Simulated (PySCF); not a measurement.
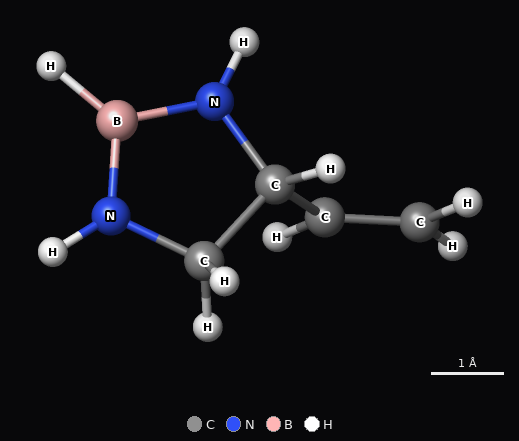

The structure (ball-and-stick view, seen at a tilt). Bond lengths as drawn: B–H 1.21 Å, B–N 1.41 Å, C–C 1.33 to 1.56 Å, C–H 1.09 to 1.11 Å, C–N 1.45 Å and H–N 1.01 Å.

Run report: C4H9BN2, excited-state calculation

The run: excited-state calculation of C4H9BN2. Method and program: TDDFT wB97X-D/def2-SVPD, vertical, IEF-PCM chloroform (non-equilibrium linear response), core orbitals frozen in the response (PySCF 2.14.0).

The geometry comes from this level: PBE0-D3(BJ)/def2-SVP. It belongs to a series of runs on one base structure; here: solvent chloroform.

## What the program printed
```
coarse grid: 13136 points
cycle   1  E = -291.8697687844  dE =  1.083e+00  |g| = 4.116e-01  |ddm| = 6.238e+00
cycle   2  E = -291.8900597057  dE = -2.029e-02  |g| = 3.490e-01  |ddm| = 1.392e+00
cycle   3  E = -291.9147622103  dE = -2.470e-02  |g| = 4.386e-02  |ddm| = 5.092e-01
cycle   4  E = -291.9152861326  dE = -5.239e-04  |g| = 1.727e-02  |ddm| = 1.775e-01
cycle   5  E = -291.9153674697  dE = -8.134e-05  |g| = 3.011e-03  |ddm| = 6.235e-02
cycle   6  E = -291.9153709736  dE = -3.504e-06  |g| = 1.076e-03  |ddm| = 1.978e-02
final grid: 126376 points
cycle   7  E = -291.9563620909  dE = -8.093e-05  |g| = 6.822e-03  |ddm| = 1.973e-01
cycle   8  E = -291.9563639541  dE = -1.863e-06  |g| = 6.550e-03  |ddm| = 2.977e-02
cycle   9  E = -291.9563725169  dE = -8.563e-06  |g| = 4.751e-04  |ddm| = 8.137e-03
cycle  10  E = -291.9563725926  dE = -7.570e-08  |g| = 2.116e-04  |ddm| = 3.852e-03
cycle  11  E = -291.9563726078  dE = -1.521e-08  |g| = 3.308e-05  |ddm| = 1.002e-03
cycle  12  E = -291.9563726085  dE = -6.951e-10  |g| = 1.566e-05  |ddm| = 3.333e-04
```

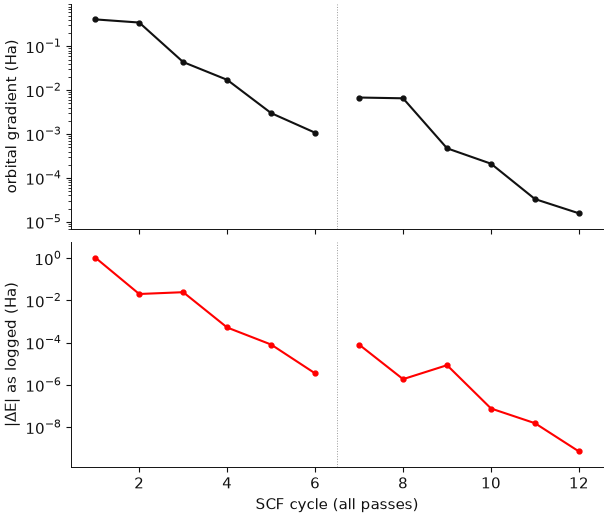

Convergence of the self-consistent field: orbital gradient and size of the energy change against the SCF cycle. The dotted line marks the change from a coarse to the final integration grid. The first 6 cycles use a coarse grid, the final grid takes over at cycle 7, and the field converges after 12 cycles in all.

```
converged SCF energy = -291.9563726085

Static polarisability (au): isotropic 94.597, principal 77.332 87.505 118.954

Singlet excitations
state   eV       nm        f      main configurations
  1   5.7886    214.2   0.03438   H->L 0.93
  2   6.0868    203.7   0.00218   H->L+1 0.88
  3   6.6799    185.6   0.06189   H->L+3 0.50, H->L+2 0.33
  4   7.0530    175.8   0.02265   H->L+4 0.41, H->L+6 0.17, H->L+5 0.14
  5   7.3228    169.3   0.62040   H-1->L 0.84
  6   7.3932    167.7   0.05083   H->L+5 0.30, H->L+4 0.28, H->L+2 0.23
```

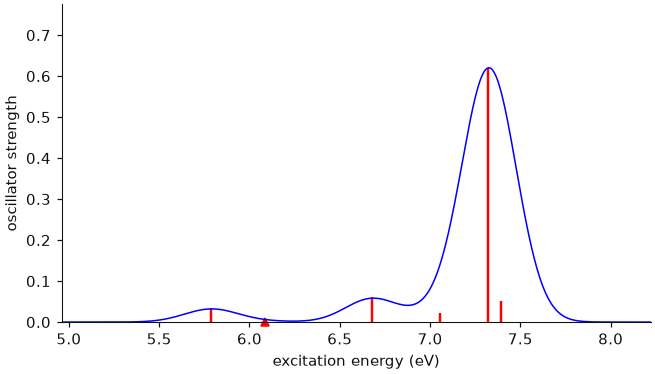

Computed excitations as sticks (degenerate states added up, dark ones marked on the axis), with a Gaussian envelope of 0.35 eV full width at half maximum, scaled to the tallest. Of the 6 states the lowest lies at 5.79 eV (f = 0.034); the strongest line is at 7.32 eV, or 169 nm (f = 0.620).

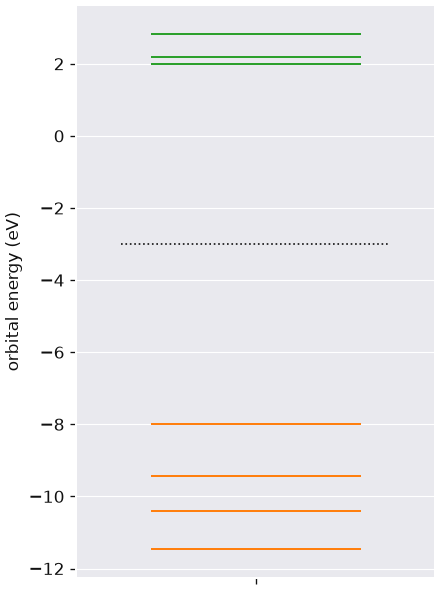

Orbital energies near the frontier; the dotted line parts filled from empty levels, and levels within 0.02 eV of each other stand side by side. Highest filled −7.99 eV, lowest empty 1.99 eV, 9.98 eV apart.

This output came from the following input.

## The input
```
{"job": {"kind": "uv", "xc": "wB97X-D", "basis": "def2-SVPD", "solvent": "chloroform", "nstates": 6, "ntriplets": 0}, "charge": 0, "multiplicity": 1}
C      2.517057    -0.842202     0.213097
C      1.382250    -0.390819    -0.320907
C      0.157727    -0.023139     0.467047
C     -1.105393    -0.817419     0.013449
N     -2.028056     0.188029    -0.467907
B     -1.504169     1.490297    -0.311505
N     -0.219333     1.367739     0.267561
H      3.388061    -1.091849    -0.398709
H      2.614078    -0.981895     1.295286
H      1.297745    -0.252137    -1.406993
H      0.365973    -0.230804     1.533417
H     -1.518374    -1.397224     0.858496
H     -0.836414    -1.550288    -0.769662
H     -2.931714    -0.087302    -0.817771
H     -2.053236     2.520072    -0.614207
H      0.455330     2.087608     0.473757
```

The first line tells a small driver script what to run in PySCF; the rest is the geometry in Å.

Launched with:
```bash
OMP_NUM_THREADS=1 python <driver script> task.json out
```

## Results in brief

| quantity | value |
| --- | --- |
| outcome | converged |
| total energy | −291.956373 hartree |
| HOMO | −7.99 eV |
| LUMO | 1.99 eV |
| dipole moment | 1.33 D |
| mean polarisability | 94.60 a.u. |
| lowest excitation | 5.79 eV |
| hardware | 1 CPU thread, shared host |
| wall time | 78 s |
| peak memory | 1 GiB |
